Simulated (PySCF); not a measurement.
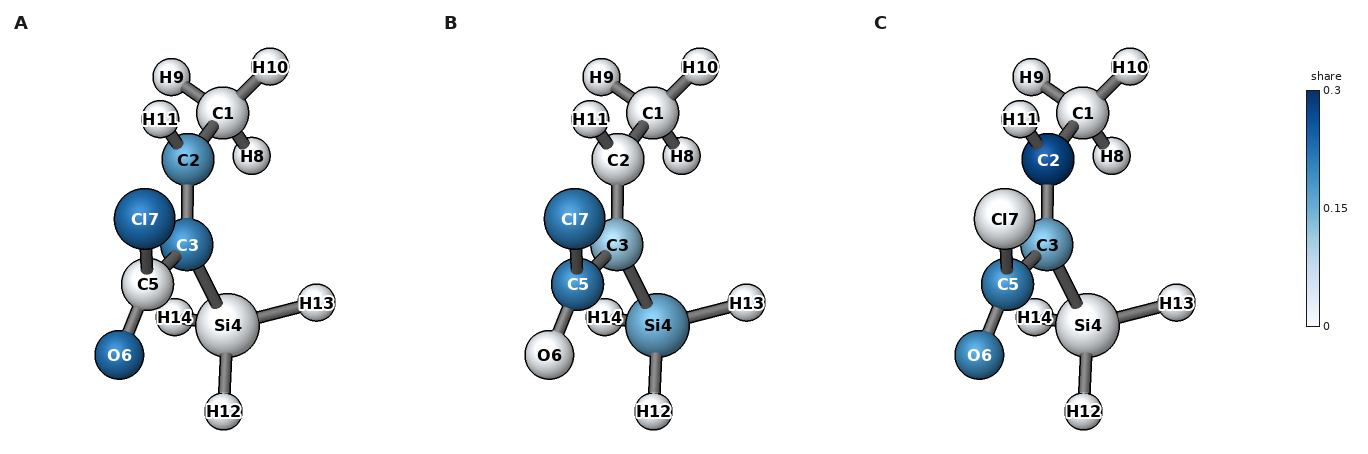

Each panel colours the atoms by their Löwdin share in one orbital (up to four of the largest shares; other atoms are shown as zero). The geometry was computed by an optimisation with GFN2-xTB. No frequency run is at hand to confirm it as a minimum. Computed with B3LYP/def2-SVPD (PySCF 2.14.0).

Question: The panels show the HOMO, LUMO, LUMO+1, in some order. Which is which?

Answer: A: HOMO, −7.95 eV; Cl7 0.23, O6 0.22, C3 0.20, C2 0.17
B: LUMO+1, −0.20 eV; Cl7 0.21, C5 0.20, Si4 0.15, C3 0.12
C: LUMO, −2.33 eV; C2 0.27, C5 0.20, O6 0.19, C3 0.14

The geometry is semi-empirical. Around Si such bond lengths and angles can be off by a tenth of an ångström or more and by several degrees, and values that hang on the shape move with them.
